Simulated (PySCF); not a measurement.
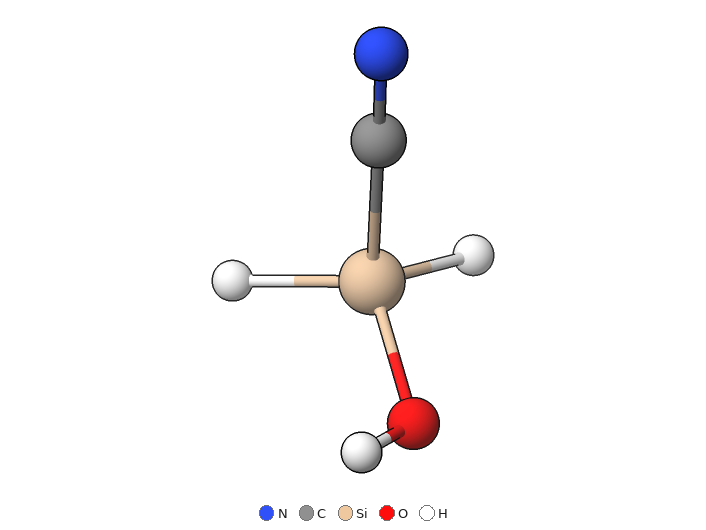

Rendered structure (ball-and-stick style).

> What is the molecular formula?

CH₃NOSi, 7 atoms: 1 carbon, 3 hydrogen, 1 nitrogen, 1 oxygen and 1 silicon.

> Give the symmetry (Schoenflies symbol).

C1.

> Write the SMILES.

N#C[SiH2]O

> Does it have rings?

It has no ring.

> Name functional groups in it.

Among them: nitrile, Si–H bond, Si–O bond.

More results for the same structure follow; atom numbers are the same in all pictures, views and colours differ. Computed geometry: PBE0-D3(BJ)/def2-SVP optimisation. No frequency run is at hand to confirm it as a minimum.

### Excitation

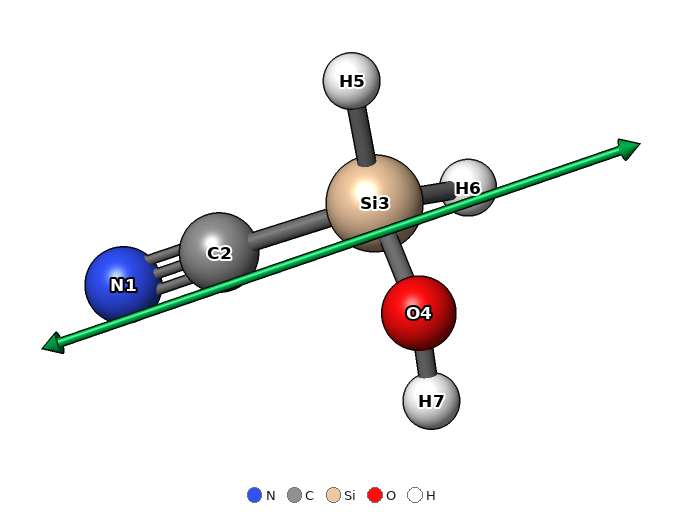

The double arrow shows the direction of the transition dipole to excited singlet state 5 (its length means nothing). No frequency run is at hand to confirm it as a minimum. Properties computed with TDDFT PBE0/def2-SVPD, vertical, IEF-PCM dimethylsulfoxide (non-equilibrium linear response), core orbitals frozen in the response (PySCF 2.14.0).

> Where does the transition lie, and how strong is it?

7.73 eV (160 nm), oscillator strength 0.032, of mixed character, with the largest part HOMO−3 → LUMO (weight 0.34); transition dipole 1.05 D.

### Quadrupole coupling

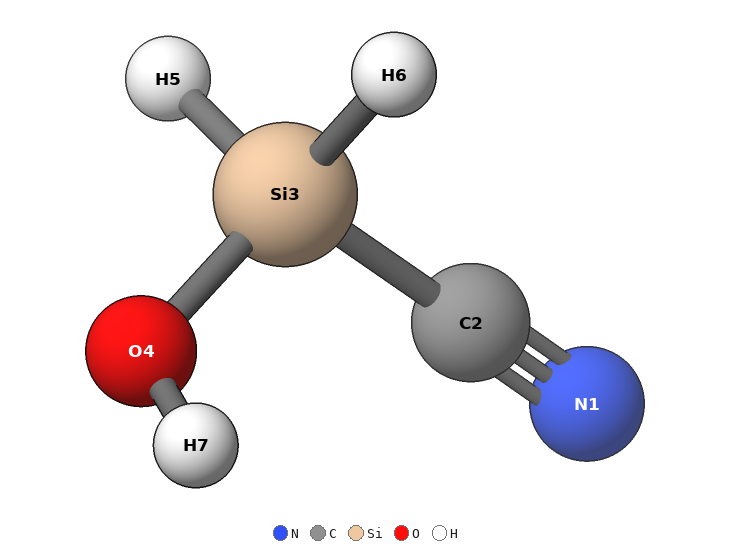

No frequency run is at hand to confirm it as a minimum. Electric field gradients from the ground-state density, PBE0/pcSseg-1 in acetone (IEF-PCM) (PySCF 2.14.0), non-relativistic apart from any core potentials.

Give the largest field-gradient component, the quadrupole coupling constant and the asymmetry for 14N at N1 (Q = 20.44 mb), 17O at O4 (Q = −25.6 mb).

```
atom  V_zz (a.u.)  e²qQ/h (MHz)     η
  N1       −1.074         −5.16  0.06
  O4        1.407         −8.47  0.64
```

### Polarisability

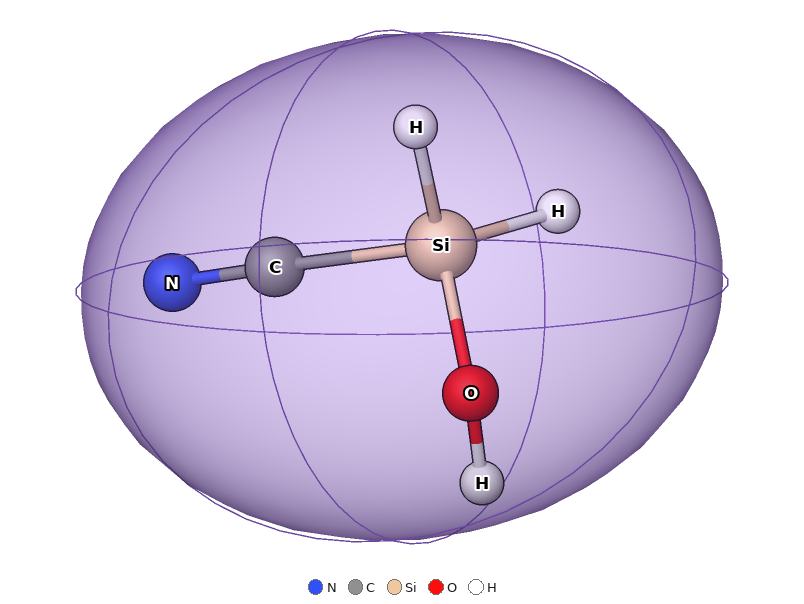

The ellipsoid shows the static dipole polarisability: its half-axes are proportional to the principal values. No frequency run is at hand to confirm it as a minimum. Computed with PBE0/def2-SVPD (PySCF 2.14.0).

> How large and how anisotropic is the polarisability?

Principal values 38.4, 40.0, 55.9 bohr³; mean 44.8 bohr³ (6.64 Å³); anisotropy 16.8 bohr³, so the longest axis is 1.46 times the shortest.
